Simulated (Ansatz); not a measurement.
Geometry relaxation, with input and output: BSiH4O2F (part 1 of 2)

BSiH4O2F, computed with RKS PBE0/6-31G* (Ansatz 0.2.0).

It belongs to a series of runs on one base structure; here: end point A relaxed. Figures and captions count atoms from 1; the log counts them from 0 in places.

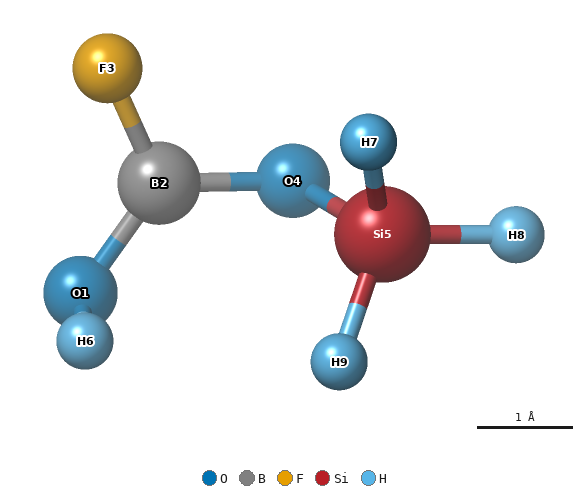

**Figure 1.** The starting structure (ball-and-stick view, seen at a tilt; atoms are numbered from 1 in the order of the input).

The input:
```yaml
crystal:
  periodic: [false, false, false]
  atoms:
    - { symbol: O, position_ang: [-1.7326, 0.9504, 0.7474] }
    - { symbol: B, position_ang: [-0.489, 1.1759, 0.0847] }
    - { symbol: F, position_ang: [0.3846, 2.2047, 0.5464] }
    - { symbol: O, position_ang: [-0.0742, 0.4159, -1.1135] }
    - { symbol: Si, position_ang: [0.7026, -0.9892, -0.5647] }
    - { symbol: H, position_ang: [-1.6181, 0.3278, 1.4323] }
    - { symbol: H, position_ang: [1.9423, -0.5743, 0.1828] }
    - { symbol: H, position_ang: [1.1332, -1.7882, -1.7063] }
    - { symbol: H, position_ang: [-0.1603, -1.7692, 0.3738] }
basis:
  gaussian: { orbitals: "6-31G*" }
hamiltonian:
  xc: pbe0
relax:
  f_tol: 0.02
  max_steps: 50
output:
  orbitals: {}
```

Machine: 2 threads of AMD EPYC (Zen 4), 16 GiB of memory available, shared host.

Command:
```bash
ansatz run input.yaml --threads 2 --pin off --max-ram 3072MiB --backend cpu --events-out ev --progress --plain --runs-dir out
```

The program's output:
```
The last accepted step is kept in [file] (removed where the run ends without a failure and the disk answers)
Engine: ansatz 0.2.0, x86_64-unknown-linux-gnu
Functional definition: PBE0
  parameter a = 0.25
  parameter kappa = 0.804
  parameter beta = 0.06672455060314922
  exchange = (1 - a)*pbe_x(kappa = kappa, mu = beta*pi^2/3) + a*exact_x
  correlation = pbe_c(beta = beta)
882 factors; integrals over basis functions are off by at most 5.2e-4 eV
mean field evaluation 1: about -15415.9435 eV, gradient 6.0e1 eV
mean field evaluation 2: about -15407.3010 eV, gradient 9.2e1 eV
mean field evaluation 4: about -15421.9051 eV, gradient 3.9e0 eV
mean field evaluation 8: about -15421.9494 eV, gradient 9.6e-2 eV
mean field evaluation 16: about -15421.9494 eV, gradient 6.4e-6 eV
mean field -15421.94939949 eV, -566.7461870585 hartree, gradient 6.4e-6 eV, S^2 0.000000; 0 other end points of the search recorded, 0 dependent functions left out
the calculation of the forces begins
reference -15421.94942207 eV, -566.7461878883 hartree; 24, 24 occupied and 63, 63 virtual orbitals, 882 factors
relax step   1: F+E_penalty+E_count = -15421.94939949 eV  Δ(F+E_penalty+E_count) = +0.000e0 eV  max|allowed force component| = 3.453e0 eV/Å  Δτ_max = 0.0000 Å  (26 SCF iters, accepted)
these checks for a lower state are left out or cut short: starts, cluster_reference, orbital_swaps, neighbouring_geometries, increment
882 factors; integrals over basis functions are off by at most 5.6e-4 eV
mean field -15422.45437535 eV, -566.7647445791 hartree, gradient 8.7e-6 eV, S^2 0.000000; 0 other end points of the search recorded, 0 dependent functions left out
[... from here on the field's lines of each further geometry are left out, up to the last ...]
relax step   2: F+E_penalty+E_count = -15422.45437535 eV  Δ(F+E_penalty+E_count) = -5.050e-1 eV  max|allowed force component| = 1.864e0 eV/Å  Δτ_max = 0.0869 Å  (29 SCF iters, accepted)
relax step   3: F+E_penalty+E_count = -15422.58834624 eV  Δ(F+E_penalty+E_count) = -1.340e-1 eV  max|allowed force component| = 7.277e-1 eV/Å  Δτ_max = 0.1106 Å  (28 SCF iters, accepted)
relax step   4: F+E_penalty+E_count = -15422.65664450 eV  Δ(F+E_penalty+E_count) = -6.830e-2 eV  max|allowed force component| = 1.222e0 eV/Å  Δτ_max = 0.1554 Å  (27 SCF iters, accepted)
relax step   5: F+E_penalty+E_count = -15422.78419886 eV  Δ(F+E_penalty+E_count) = -1.276e-1 eV  max|allowed force component| = 6.653e-1 eV/Å  Δτ_max = 0.2000 Å  (28 SCF iters, accepted)
relax step   6: F+E_penalty+E_count = -15422.84615724 eV  Δ(F+E_penalty+E_count) = -6.196e-2 eV  max|allowed force component| = 2.575e0 eV/Å  Δτ_max = 0.1950 Å  (27 SCF iters, accepted)
relax step   7: F+E_penalty+E_count = -15422.97095256 eV  Δ(F+E_penalty+E_count) = -1.248e-1 eV  max|allowed force component| = 2.636e0 eV/Å  Δτ_max = 0.1939 Å  (28 SCF iters, accepted)
relax step   8: F+E_penalty+E_count = -15423.17806386 eV  Δ(F+E_penalty+E_count) = -2.071e-1 eV  max|allowed force component| = 6.831e-1 eV/Å  Δτ_max = 0.1998 Å  (28 SCF iters, accepted)
relax step   9: F+E_penalty+E_count = -15423.25534763 eV  Δ(F+E_penalty+E_count) = -7.728e-2 eV  max|allowed force component| = 1.428e-1 eV/Å  Δτ_max = 0.2000 Å  (27 SCF iters, accepted)
relax step  10: F+E_penalty+E_count = -15423.29323988 eV  Δ(F+E_penalty+E_count) = -3.789e-2 eV  max|allowed force component| = 2.248e-1 eV/Å  Δτ_max = 0.2000 Å  (28 SCF iters, accepted)
relax step  11: F+E_penalty+E_count = -15423.29471865 eV  Δ(F+E_penalty+E_count) = -1.479e-3 eV  max|allowed force component| = 4.165e-1 eV/Å  Δτ_max = 0.1039 Å  (25 SCF iters, accepted)
relax step  12: F+E_penalty+E_count = -15423.30061207 eV  Δ(F+E_penalty+E_count) = -5.893e-3 eV  max|allowed force component| = 5.902e-2 eV/Å  Δτ_max = 0.0478 Å  (28 SCF iters, accepted)
relax step  13: F+E_penalty+E_count = -15423.30206596 eV  Δ(F+E_penalty+E_count) = -1.454e-3 eV  max|allowed force component| = 1.795e-2 eV/Å  Δτ_max = 0.0505 Å  (27 SCF iters, accepted)
relax step  14: F+E_penalty+E_count = -15423.29584235 eV  Δ(F+E_penalty+E_count) = +6.224e-3 eV  max|allowed force component| = 5.033e-1 eV/Å  Δτ_max = 0.1977 Å  (28 SCF iters, rejected (line search))
relax step  15: F+E_penalty+E_count = -15423.30457415 eV  Δ(F+E_penalty+E_count) = -2.508e-3 eV  max|allowed force component| = 6.893e-2 eV/Å  Δτ_max = 0.0948 Å  (28 SCF iters, accepted)
relax step  16: F+E_penalty+E_count = -15423.30526847 eV  Δ(F+E_penalty+E_count) = -6.943e-4 eV  max|allowed force component| = 2.035e-1 eV/Å  Δτ_max = 0.0981 Å  (25 SCF iters, accepted)
relax step  17: F+E_penalty+E_count = -15423.30791315 eV  Δ(F+E_penalty+E_count) = -2.645e-3 eV  max|allowed force component| = 1.620e-1 eV/Å  Δτ_max = 0.0397 Å  (28 SCF iters, accepted)
relax step  18: F+E_penalty+E_count = -15423.31555031 eV  Δ(F+E_penalty+E_count) = -7.637e-3 eV  max|allowed force component| = 3.042e-2 eV/Å  Δτ_max = 0.1104 Å  (27 SCF iters, accepted)
relax step  19: F+E_penalty+E_count = -15423.31901835 eV  Δ(F+E_penalty+E_count) = -3.468e-3 eV  max|allowed force component| = 2.264e-1 eV/Å  Δτ_max = 0.1956 Å  (28 SCF iters, accepted)
relax step  20: F+E_penalty+E_count = -15423.32171330 eV  Δ(F+E_penalty+E_count) = -2.695e-3 eV  max|allowed force component| = 1.399e-1 eV/Å  Δτ_max = 0.0133 Å  (29 SCF iters, accepted)
relax step  21: F+E_penalty+E_count = -15423.32365727 eV  Δ(F+E_penalty+E_count) = -1.944e-3 eV  max|allowed force component| = 2.383e-2 eV/Å  Δτ_max = 0.0472 Å  (28 SCF iters, accepted)
relax step  22: F+E_penalty+E_count = -15423.32461069 eV  Δ(F+E_penalty+E_count) = -9.534e-4 eV  max|allowed force component| = 4.590e-2 eV/Å  Δτ_max = 0.0743 Å  (28 SCF iters, accepted)
relax step  23: F+E_penalty+E_count = -15423.32475055 eV  Δ(F+E_penalty+E_count) = -1.399e-4 eV  max|allowed force component| = 3.204e-2 eV/Å  Δτ_max = 0.0375 Å  (28 SCF iters, accepted)
the calculation of the forces begins
reference -15423.32489882 eV, -566.7967357266 hartree; 24, 24 occupied and 63, 63 virtual orbitals, 882 factors
relax step  24: F+E_penalty+E_count = -15423.32487524 eV  Δ(F+E_penalty+E_count) = -1.247e-4 eV  max|allowed force component| = 1.811e-2 eV/Å  Δτ_max = 0.0036 Å  (22 SCF iters, accepted)
882 factors; integrals over basis functions are off by at most 6.8e-4 eV
mean field evaluation 192: about -15423.3249 eV, gradient 3.0e-5 eV
```

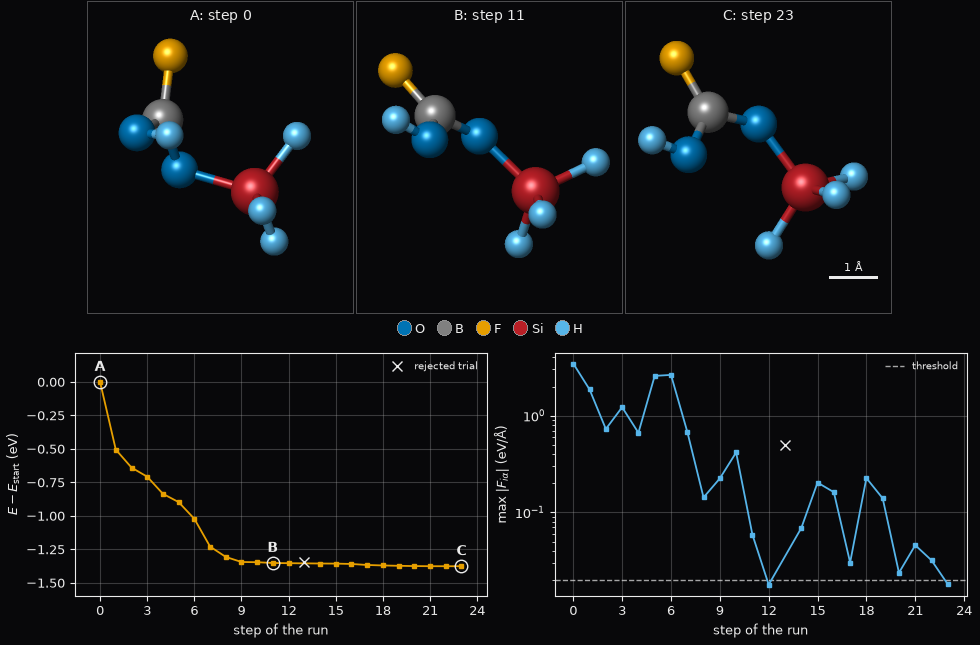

**Figure 2.** Frames of the relaxation (ball-and-stick view, seen at a tilt) above the curves, on which the letters mark them (the first geometry is step 0 here and step 1 in the log).

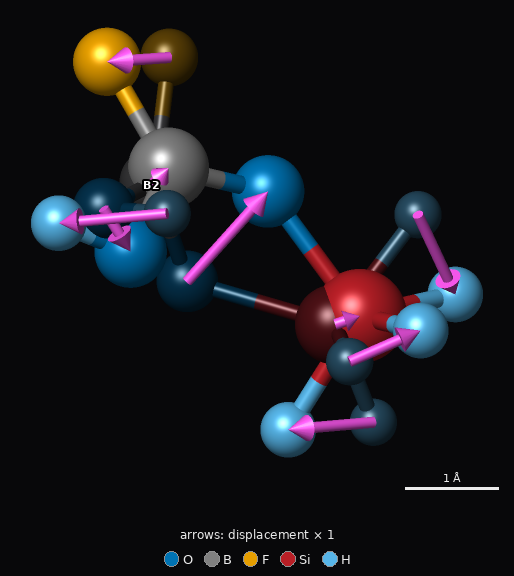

**Figure 3.** Start (faint) and end (solid) with the displacements as pink arrows, at true length (ball-and-stick view, seen at a tilt). The two geometries are laid on each other by the best rigid fit. The atom that moves furthest after the best rigid fit is O4 (1.35 Å). By element the largest moves are O 1.35 Å, H 1.24 Å, F 0.79 Å, Si 0.28 Å, B 0.27 Å. Among the contacts that change: B2–O4 1.478 → 1.352 Å, B2–F3 1.426 → 1.335 Å, O1–B2 1.427 → 1.362 Å, O1–H6 0.933 → 0.964 Å. Among the angles that change: B2–O4–Si5 107.0° → 128.1°, H7–Si5–H8 107.2° → 109.6°, H8–Si5–H9 112.1° → 109.8°. After 23 geometry steps the energy has fallen by 1.375 eV. Largest force component: 3.5 eV/Å at the start, 0.018 eV/Å at the end. The line search rejected the trial step at point 13 (counted from 0) and went back. (Atoms are counted from 1 in the order of the input.)

```
mean field -15423.32487524 eV, -566.7967348600 hartree, gradient 1.6e-5 eV, S^2 0.000000; 1 other end points of the search recorded, 0 dependent functions left out
the calculation of the forces begins
reference -15423.32489882 eV, -566.7967357266 hartree; 24, 24 occupied and 63, 63 virtual orbitals, 882 factors
Total energy: -15423.32489882 eV, -566.7967357266 hartree
Atom 0 at    -1.580626     0.525150     0.370620 Å, force     0.005826     0.000561     0.005776 eV/Å
Atom 1 at    -0.377785     1.164208     0.351103 Å, force     0.002016     0.000131    -0.018115 eV/Å
Atom 2 at    -0.300934     2.459025     0.668476 Å, force    -0.009120    -0.002270     0.005128 eV/Å
Atom 3 at     0.752187     0.504866     0.009352 Å, force    -0.000157    -0.009708     0.006676 eV/Å
Atom 4 at     0.918387    -1.102761    -0.416205 Å, force    -0.004674     0.016262    -0.001462 eV/Å
Atom 5 at    -2.299676     1.112899     0.630823 Å, force     0.003458     0.004538     0.000490 eV/Å
Atom 6 at     2.362780    -1.313423    -0.684534 Å, force    -0.004803    -0.003709    -0.000178 eV/Å
Atom 7 at     0.132602    -1.407047    -1.641755 Å, force     0.005039    -0.002678     0.004363 eV/Å
Atom 8 at     0.481566    -1.989117     0.695019 Å, force     0.002414    -0.003127    -0.002678 eV/Å
Dipole moment:    -0.285123    -0.095349     0.021486 e Å
```

Trajectory as extended XYZ (Å, eV, eV/Å), 23 of the 24 frames kept, from step=1 to step=24:
```
9
Properties=species:S:1:pos:R:3:forces:R:3 step=1 energy=-15421.94940
O    -1.7326    0.9504    0.7474    2.2526   1.5806  -2.5305
B    -0.4890    1.1759    0.0847    0.6525   0.8187  -0.7468
F     0.3846    2.2047    0.5464   -2.2154  -2.5903  -1.2054
O    -0.0742    0.4159   -1.1135   -0.6875   1.1081   3.4531
Si    0.7026   -0.9892   -0.5647    0.3996   0.7362   0.0610
H    -1.6181    0.3278    1.4323   -0.0174  -1.2470   1.5194
H     1.9423   -0.5743    0.1828   -0.2654  -0.1472  -0.0347
H     1.1332   -1.7882   -1.7063   -0.0709  -0.2876  -0.4109
H    -0.1603   -1.7692    0.3738   -0.0481   0.0284  -0.1053
9
Properties=species:S:1:pos:R:3:forces:R:3 step=2 energy=-15422.45437
O    -1.7190    0.9735    0.7136    0.9899   0.0530  -0.4379
B    -0.4995    1.1754    0.0859    0.4392   0.5196  -0.7496
F     0.3165    2.1897    0.5038   -0.9305  -1.1319  -0.4651
O    -0.0700    0.4148   -1.0267   -0.0660   0.2739   1.8643
Si    0.7547   -0.9858   -0.5581   -0.2371   0.3345  -0.2252
H    -1.6305    0.3796    1.4651   -0.2134  -0.0226   0.1809
H     1.9742   -0.6171    0.2228   -0.0436  -0.0685  -0.1171
H     1.0902   -1.7827   -1.7586    0.0391   0.0525  -0.0558
H    -0.1283   -1.7937    0.3352    0.0225  -0.0106   0.0055
9
Properties=species:S:1:pos:R:3:forces:R:3 step=3 energy=-15422.58835
O    -1.7268    0.9829    0.6704   -0.2022  -0.6044   0.6518
B    -0.5157    1.1867    0.0758   -0.1357  -0.0764  -0.0031
F     0.2527    2.1768    0.4905    0.3154   0.6103   0.1874
O    -0.0434    0.4105   -0.9348    0.3689  -0.7277   0.0216
Si    0.7671   -1.0096   -0.5454   -0.1354   0.2421  -0.3876
H    -1.6706    0.4753    1.5033   -0.1656   0.5200  -0.5346
H     2.0257   -0.6883    0.1803    0.0036  -0.0172   0.0257
H     1.0943   -1.7362   -1.8018   -0.0921   0.0571   0.0871
H    -0.0948   -1.8443    0.3446    0.0431  -0.0038  -0.0483
9
Properties=species:S:1:pos:R:3:forces:R:3 step=4 energy=-15422.65664
O    -1.7588    0.9602    0.6379    0.1853  -0.3736  -0.0137
B    -0.5120    1.1764    0.1138   -0.3364   0.2525  -0.3137
F     0.1699    2.2601    0.4593    0.1605   0.2032   0.1704
O     0.0330    0.3685   -0.8385   -0.4659   0.9713   0.0849
Si    0.8017   -1.0292   -0.5430    0.5278  -1.2219  -0.1594
H    -1.7491    0.6063    1.5323   -0.1568   0.2118   0.1306
H     2.0970   -0.7918    0.1484    0.0400   0.0089   0.0259
H     1.0412   -1.6875   -1.8524    0.0272  -0.0394   0.0622
H    -0.0344   -1.9092    0.3250    0.0184  -0.0128   0.0129
9
Properties=species:S:1:pos:R:3:forces:R:3 step=5 energy=-15422.78420
O    -1.7972    0.9243    0.6020    0.2911  -0.5457   0.4933
B    -0.5379    1.2025    0.1333   -0.0120   0.1168  -0.0375
F     0.0753    2.3385    0.4891   -0.1043  -0.2411  -0.0163
O     0.1031    0.3765   -0.7421   -0.2343   0.6653   0.1586
Si    0.8480   -1.0736   -0.5635    0.1911  -0.6384   0.0532
H    -1.8430    0.7799    1.5647   -0.0844   0.4806  -0.5455
H     2.1808   -0.9102    0.0850   -0.0118   0.0566  -0.0781
H     1.0066   -1.7014   -1.8995    0.0058   0.0668   0.0046
H     0.0529   -1.9827    0.3138   -0.0412   0.0392  -0.0323
9
Properties=species:S:1:pos:R:3:forces:R:3 step=6 energy=-15422.84616
O    -1.7990    0.8418    0.5830    0.1544  -0.1570   2.5754
B    -0.5427    1.1883    0.1536    0.0246   0.0575  -0.1113
F    -0.0005    2.3671    0.5024   -0.1570  -0.3732   0.0123
O     0.1608    0.3745   -0.6801   -0.0345   0.3264   0.1216
Si    0.8787   -1.1136   -0.5702   -0.0693  -0.0201   0.0272
H    -1.9061    0.9621    1.5939    0.1103   0.1536  -2.5679
H     2.2325   -0.9593    0.0403   -0.0615  -0.0415  -0.0746
H     0.9944   -1.6875   -1.9371    0.0017   0.0501   0.0616
H     0.0704   -2.0196    0.2971    0.0313   0.0042  -0.0442
```
